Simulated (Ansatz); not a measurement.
# H₄O₂Se₂Ti: basis-set convergence

How large a basis does H₄O₂Se₂Ti need? Two functionals are run in growing sets.

The runs use Ansatz 0.2.0, Gaussian basis; one geometry, several basis sets.

Plan: PBE0-D4/def2-SVP; ωB97M-V/def2-SVP; PBE0-D4/def2-QZVPP; ωB97M-V/def2-QZVPP; the functionals' def2-TZVPP values are taken from earlier runs.

## 1. The relaxed structure

All runs share one geometry, relaxed beforehand with PBE0-D4 in a triple-zeta def2 set.

9 atoms, charge 0, spin multiplicity 1.

Atoms are counted from 1 here; the program's logs count them from 0.

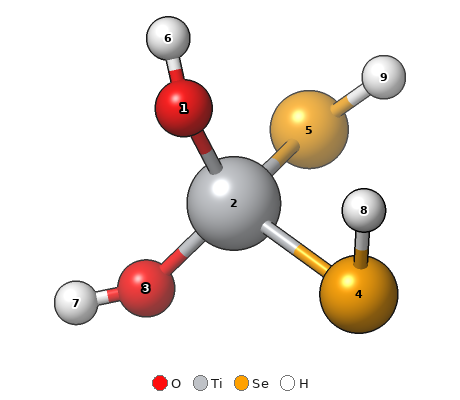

The geometry (oxygen red, titanium light grey, selenium orange, hydrogen white); atoms are numbered from 1 in the order of the file.

Coordinates:

```csv
atom,x (Å),y (Å),z (Å)
O1,0.1859,0.9193,-1.2964
Ti2,0.3009,-0.1376,0.1176
O3,1.9390,-0.5110,0.6607
Se4,-0.8881,-2.2073,-0.3785
Se5,-0.6882,0.9657,2.0470
H6,-0.0253,1.8202,-1.5403
H7,2.8578,-0.3369,0.4547
H8,-1.5828,-1.5297,-1.4835
H9,-2.0108,0.9710,1.4016
```

## 2. PBE0-D4 in def2-SVP

The input, in.yaml:

```yaml
crystal:
  periodic: [false, false, false]
  atoms:
    - {symbol: O, position_ang: [0.185852, 0.919285, -1.296419]}
    - {symbol: Ti, position_ang: [0.300879, -0.137622, 0.117553]}
    - {symbol: O, position_ang: [1.939018, -0.510998, 0.660742]}
    - {symbol: Se, position_ang: [-0.888056, -2.207289, -0.378479]}
    - {symbol: Se, position_ang: [-0.688202, 0.965694, 2.046972]}
    - {symbol: H, position_ang: [-0.025286, 1.820218, -1.540281]}
    - {symbol: H, position_ang: [2.857790, -0.336907, 0.454741]}
    - {symbol: H, position_ang: [-1.582777, -1.529704, -1.483543]}
    - {symbol: H, position_ang: [-2.010819, 0.971025, 1.401613]}
basis:
  gaussian: {orbitals: def2-SVP}
hamiltonian: {xc: pbe0, dispersion: d4}
output: {orbitals: {seedname: orbitals}}
```

Run with:

```
$ ansatz run in.yaml --threads 4 --pin off --events-out ev --progress --plain --max-ram 11315MiB
```

Further steps of the session: ωB97M-V in def2-SVP; PBE0-D4 in def2-QZVPP; ωB97M-V in def2-QZVPP.

Before running them: what should the planned runs give, taken together? Wanted: PBE0-D4: double and triple zeta above quadruple; ωB97M-V: double and triple zeta above quadruple.

As calculated:

```
                                       quantity           value
PBE0-D4: double and triple zeta above quadruple  27.73, 3.41 eV
ωB97M-V: double and triple zeta above quadruple  27.64, 3.28 eV
```

For PBE0-D4 the step from double to triple zeta gains 24.32 eV and the next only 3.41 eV. These are total energies; as a rule much of such shifts cancels in differences, which this series doesn't test.
